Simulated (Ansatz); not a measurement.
| atom | x (Å) | y (Å) | z (Å) |
| --- | --- | --- | --- |
| Ge | -0.0312 | -0.0445 | 0.0620 |
| C | -0.0018 | -0.0055 | 1.9753 |
| H | -1.0287 | -0.0833 | 2.3573 |
| H | 0.5940 | -0.8495 | 2.3485 |
| H | 0.4467 | 0.9406 | 2.3091 |
| F | 1.5517 | 0.1204 | -0.6001 |
| F | -0.9064 | 1.2921 | -0.5852 |
| Cl | -0.8770 | -1.8110 | -0.7734 |

The calculation used Ansatz 0.2.0, RKS PBE0-D4/def2-SVP.

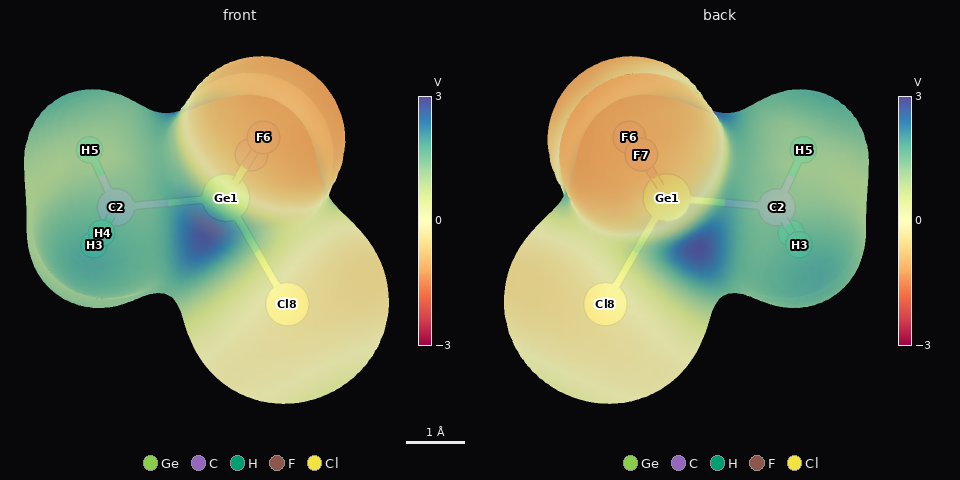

CH3ClF2Ge. The molecular electrostatic potential painted on the density surface at 0.004 e/bohr³, seen from the front and from behind; the colour scale runs from red (negative) to blue (positive).

Q: Which sites attract a positive test charge, and which a negative one?

A: A positive charge is drawn to the negative regions and a negative charge to the positive ones. The most negative region (about −1.2 V) lies over F6 and F7, the most positive (about +2.8 V) over Ge1. Cl8 shows a σ-hole: about +0.4 V at the tip opposite its bond, against about −0.2 V on its flanks.
